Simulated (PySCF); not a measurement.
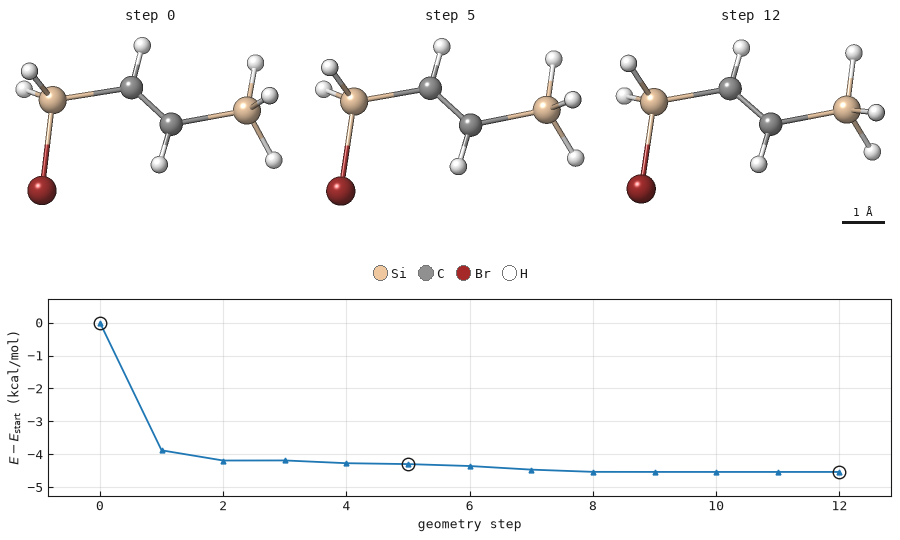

Frames of a relaxation of C₂H₇BrSi₂, marked on the history of the run. A ball-and-stick model, seen at a tilt.

The start comes from GFN2-xTB. Its atoms were then displaced at random by about 0.01 Å.

Method: PBE0-D3(BJ)/def2-SVP geometry optimisation, gas phase in PySCF. 

### Describe the path.

Over 12 geometry steps the energy falls by 4.53 kcal/mol. An H atom moves most after the best rigid fit: 0.44 Å. By element the largest moves are H 0.44 Å, Br 0.27 Å, C 0.07 Å, Si 0.07 Å. Among the contacts that change: C–Si 1.927 → 1.868 Å, H–Si 1.443 → 1.495 Å, C–H 1.064 → 1.100 Å, H–Si 1.463 → 1.494 Å. Among the angles between lasting bonds that change: H–Si–H 114.1° → 108.9°, C–Si–Br 106.5° → 109.3°, C–Si–H 107.7° → 110.5°. Groups turn about C–Si by about 25°. Cost: 2.9 min on 1 thread of Arm Neoverse N1, with other jobs on the host. From step 0 to 5: an H atom moves most (0.13 Å), energy −4.30 kcal/mol. From step 5 to 12: H atoms move most (0.32 Å), energy −0.24 kcal/mol.
